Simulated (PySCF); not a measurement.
```xyz
18

C     2.7072    0.9704   -0.2484
C     2.3727   -0.4666   -0.4850
C     1.1905   -1.0352   -0.3125
C    -0.0612   -0.3421    0.1473
N    -1.1686   -1.2537    0.0494
C    -2.3560   -0.8697    0.1545
C    -2.8433    0.5344    0.3868
F    -4.2120    0.5768    0.4213
H     1.8246    1.5617   -0.0231
H     3.4023    1.0551    0.5872
H     3.1983    1.3893   -1.1262
H     3.2031   -1.0743   -0.8194
H     1.0548   -2.0890   -0.5039
H    -0.2368    0.5722   -0.4382
H     0.0501   -0.0325    1.1963
H    -3.1344   -1.6199    0.0747
H    -2.5186    1.2052   -0.4200
H    -2.4814    0.9241    1.3475
```

Geometry: GFN2-xTB.

These are results of KT3/pcSseg-1, SCF density, in a acetonitrile solvent model, non-relativistic in PySCF, not measurements.

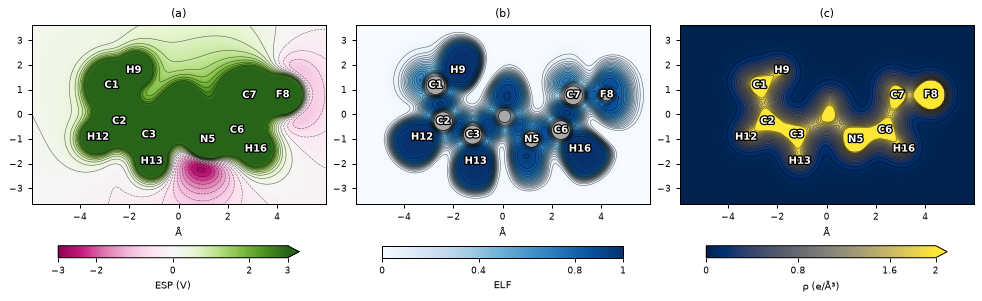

C$_{6}$H$_{10}$FN (SMILES C/C=C\C/N=C\CF). (a) molecular electrostatic potential; (b) ELF; (c) electron density on the plane of atoms C2, C1 and H9. Grey discs cover the atomic cores in the ELF map.

### Read the bonding off the picture.

The section cuts through C, N, F and H sites.
C–N (1.25 Å): ρ at the midpoint is about 2.9 e/Å³; the ELF peaks at about 0.90 between the atoms; a multiple bond.
C–C (1.32 Å): ρ is about 2.3 e/Å³ halfway; the ELF peaks at about 0.90 between the atoms: a short, multiple covalent bond.
C–F (1.37 Å): ρ at the midpoint is about 2.1 e/Å³, with its minimum of 1.7 e/Å³ about 0.5 Å from C; the ELF peaks at about 0.85 between the atoms; a polar covalent bond.
C–H (1.08 Å): ρ at the midpoint is about 2.1 e/Å³; the ELF climbs to about 1 towards the hydrogen, as it does in any bond to H; a covalent bond by its length.
C–C (1.49 Å): ρ is about 1.7 e/Å³ halfway; the ELF peaks at about 0.95 between the atoms: a shared electron pair.
The ELF also peaks beside N5 and F8, away from the bonds: lone-pair regions.
Outside the dense part of the molecule the potential is most negative (−2.8 V) near N5.
